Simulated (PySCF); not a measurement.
C4H16N2Si2

| atom | x (Å) | y (Å) | z (Å) |
| --- | --- | --- | --- |
| C | 4.4931 | 0.2925 | 0.1941 |
| Si | 3.0907 | -0.4793 | -0.8218 |
| N | 1.6085 | -0.0772 | -0.0403 |
| Si | 0.0288 | -0.5509 | -0.5646 |
| N | -1.0078 | 0.2364 | 0.5567 |
| C | -2.4498 | 0.3028 | 0.4542 |
| C | -3.0225 | -1.0490 | 0.0534 |
| C | -2.9002 | 1.3811 | -0.5353 |
| H | 5.4557 | 0.0726 | -0.2557 |
| H | 4.3964 | 1.3730 | 0.2520 |
| H | 4.5144 | -0.0934 | 1.2094 |
| H | 3.2800 | -1.9359 | -0.9137 |
| H | 3.0460 | 0.0854 | -2.1737 |
| H | 1.6791 | 0.1639 | 0.9351 |
| H | -0.1805 | -1.9984 | -0.4487 |
| H | -0.0554 | -0.1532 | -1.9773 |
| H | -0.6431 | 1.0955 | 0.9449 |
| H | -2.8374 | 0.5613 | 1.4518 |
| H | -2.6479 | -1.8253 | 0.7139 |
| H | -4.1081 | -1.0265 | 0.1125 |
| H | -2.7292 | -1.2898 | -0.9645 |
| H | -2.5031 | 2.3525 | -0.2496 |
| H | -2.5344 | 1.1367 | -1.5293 |
| H | -3.9851 | 1.4448 | -0.5625 |

Geometry: GFN2-xTB.

Theory: PySCF, PBE0/pcSseg-1, SCF density, gas phase, non-relativistic.

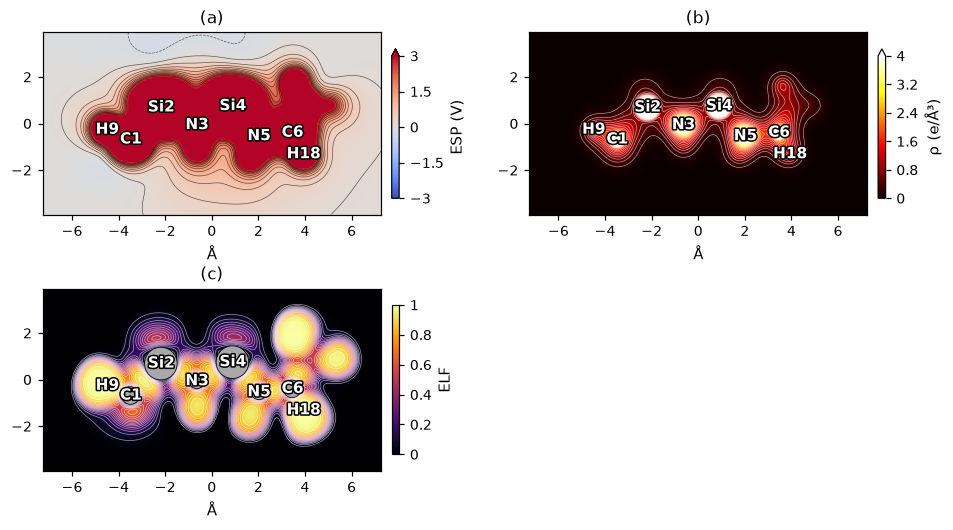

Figure 1. (a) molecular electrostatic potential; (b) total electron density; (c) electron localisation function on the plane of atoms N3, Si4 and N5. Grey discs cover the atomic cores in the ELF map.

What do the fields say about this system?

The section cuts through C, Si, N and H sites. C–N (1.45 Å): the density is about 1.9 e/Å³ at the midpoint; the ELF peaks at about 0.95 between the atoms; a covalent bond. Si–N (1.72 Å): ρ is about 1.1 e/Å³ halfway; the ELF peaks at about 0.90 between the atoms, as expected for a polar covalent bond. C–Si (1.90 Å): the density is about 0.93 e/Å³ at the midpoint; the ELF peaks at about 0.95 between the atoms, as expected for a covalent bond. C–H (1.09 Å): ρ is about 1.9 e/Å³ halfway; the ELF climbs to about 1 towards the hydrogen, as it does in any bond to H; an ordinary covalent bond to hydrogen. The potential has no marked negative region in this plane.

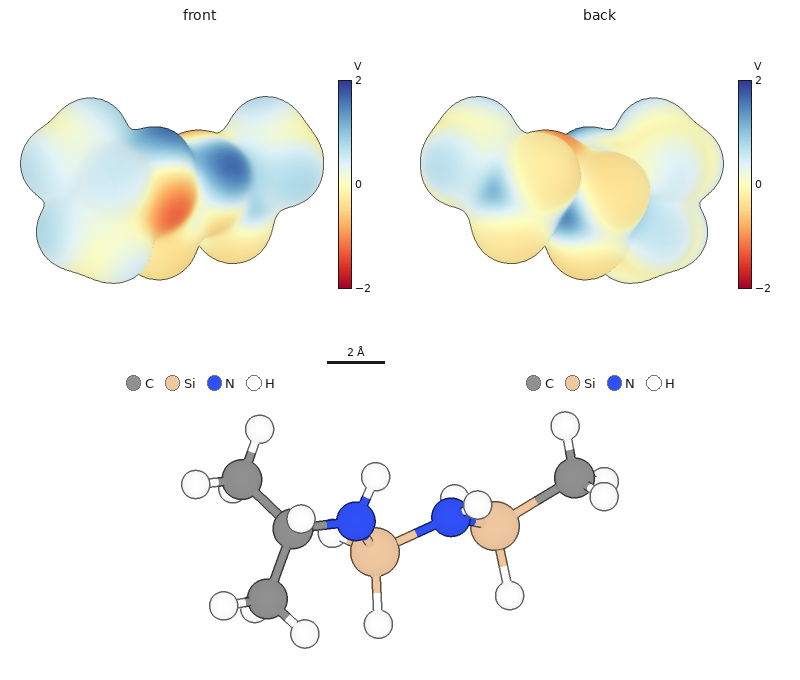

Figure 2. The electrostatic potential painted on the density surface at 0.002 e/bohr³, seen from the front and from behind; the colour scale runs from red (negative) to blue (positive). The bare structure is drawn below in the same view.

Which sites attract a positive test charge, and which a negative one?

A positive charge is drawn to the negative regions and a negative charge to the positive ones. The most negative region (about −1.1 V) lies over N5, the most positive (about +1.6 V) over H14 and H17. N5 is the likeliest acceptor of a hydrogen bond.

How polar is the molecule by this calculation?

Its dipole moment is 1.76 D.
